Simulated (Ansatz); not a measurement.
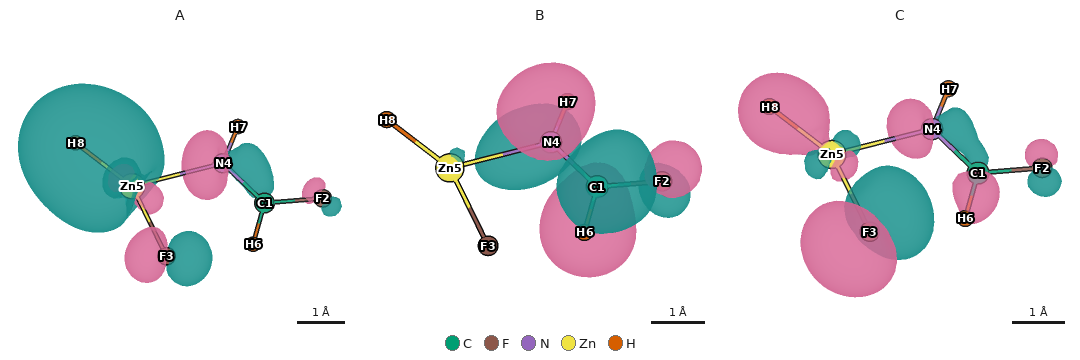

*CH3F2NZn (SMILES F/C=[NH+]/[ZnH-][F]). Three frontier orbitals at ±0.1 Å⁻³ᐟ² (teal and pink are the two phases), in no order.*

Geometry: PBE0-D3(BJ)/def2-SVP.

Computed with isolated molecule in a Gaussian basis; Kohn-Sham density functional theory, functional PBE0 (Ansatz).

```xyz
8

C    -1.6014    0.3149   -0.9059
F    -2.1804   -0.5144   -0.0700
F    -0.8393    2.7325   -1.8611
N    -0.9835   -0.0681   -1.9350
Zn   -0.1558    1.5767   -3.0813
H    -1.6765    1.3879   -0.6698
H    -0.9645   -1.0803   -2.0748
H     0.6336    1.2998   -4.3759
```

Which picture is the HOMO−1, the HOMO and the LUMO?

C is the HOMO−1 (−9.45 eV). By Hirshfeld shares it lies mainly on F3 (about 75 %) and Zn5 (about 10 %); it is symmetric in the molecular plane (an in-plane orbital: σ, lone-pair or in-plane π type); largely a lone pair of F3. A is the HOMO (−8.15 eV). It lies mainly on H8 (about 45 %), Zn5 (about 40 %) and F3 (about 10 %); it is symmetric in the molecular plane (an in-plane orbital: σ, lone-pair or in-plane π type). B is the LUMO (−1.50 eV). By Hirshfeld shares it lies mainly on C1 (about 45 %), N4 (about 25 %), F2 (about 10 %), Zn5 (about 10 %) and H6 (about 5 %); it changes sign across the molecular plane (π type); π-antibonding (a node) across C1–N4.

What is the HOMO–LUMO gap?

6.65 eV between the orbital energies.
